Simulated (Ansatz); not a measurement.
**B2H6: the vertical energy of the triplet above the singlet, rung by rung**

B2H6 has 8 atoms, charge 0, and is taken as a singlet. The coordinates come from a GFN2-xTB relaxation.

```xyz
8

B     0.5123   -0.6519    0.3616
H     1.3483   -1.1845   -0.2678
H     0.3617   -0.9945    1.4743
H     0.6297    0.6511    0.2856
B    -0.5127    0.6521   -0.3614
H    -1.3479    1.1852    0.2679
H    -0.3605    0.9943   -1.4738
H    -0.6309   -0.6518   -0.2863
```

Each level gives the vertical energy of the triplet above the singlet (eV). The values are calculated.

| level | kind | program | value (eV) |
| --- | --- | --- | --- |
| HF/STO-3G | Hartree–Fock | Ansatz | 9.14 |
| BLYP/STO-3G | GGA | Ansatz | 6.95 |
| revPBE/STO-3G | GGA | Ansatz | 6.92 |
| r2SCAN/STO-3G | meta-GGA | Ansatz | 7.10 |
| B3LYP/STO-3G | global hybrid | Ansatz | 7.44 |
| wB97X/STO-3G | range-separated hybrid | Ansatz | 8.03 |
| B2PLYP/STO-3G | double hybrid | Ansatz | 8.05 |
| MP2/STO-3G | perturbation theory | Ansatz | 9.11 |
| CCSD(T)/STO-3G | coupled cluster or CI | Ansatz | 8.69 |
| CCSD/STO-3G | coupled cluster or CI | Ansatz | 8.74 |

The values span 6.92 to 9.14 eV. The coupled-cluster rows rest on a doubtful reference here (large T1 or Brueckner and Hartree–Fock orbitals at odds), and rows may lie in different states. All rows use very small basis sets, so even the best lies far from the true value.

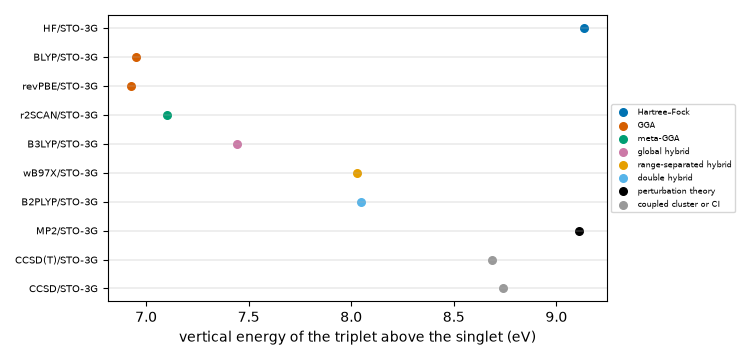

The values of the table, level by level.
